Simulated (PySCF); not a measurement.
Al(All)(OMe)2, C5H11AlO2, SMILES C=C[CH2][Al]([O]C)[O]C, singlet at its GFN2-xTB optimised geometry (Å):

```
19

Al    -0.5115     0.4970     0.0000
C     -1.4273    -1.3092     0.0201
C     -0.4614    -2.3776    -0.3179
C      0.2130    -3.0954     0.5677
H     -2.2609    -1.2825    -0.6831
H     -1.8429    -1.4624     1.0184
H     -0.3026    -2.5500    -1.3754
H      0.0910    -2.9411     1.6277
H      0.9090    -3.8618     0.2720
O     -1.5031     1.8167     0.0000
C     -2.2921     2.9686    -0.0021
H     -2.8988     3.0047     0.9065
H     -1.6640     3.8618    -0.0433
H     -2.9556     2.9632    -0.8708
O      1.1384     0.4970     0.0000
C      2.5293     0.3818     0.0208
H      2.9368     0.5958    -0.9705
H      2.9556     1.0880     0.7379
H      2.8141    -0.6334     0.3088
```

Level of theory: PBE0/def2-SVP in PySCF. Cells within 0.4 Å of a nucleus heavier than hydrogen are left out (blank, or x).

Map of the electrostatic potential (hartree/e), clipped to [-0.08, 0.12] on the plane z = 0.0 Å:

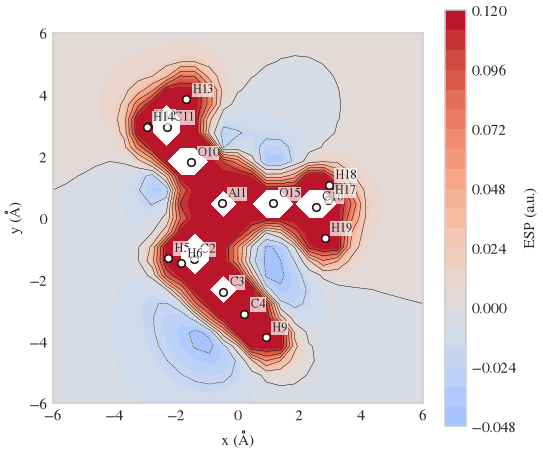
*Electrostatic potential (hartree/e), clipped to [-0.08, 0.12] on the plane z = 0.0 Å.*
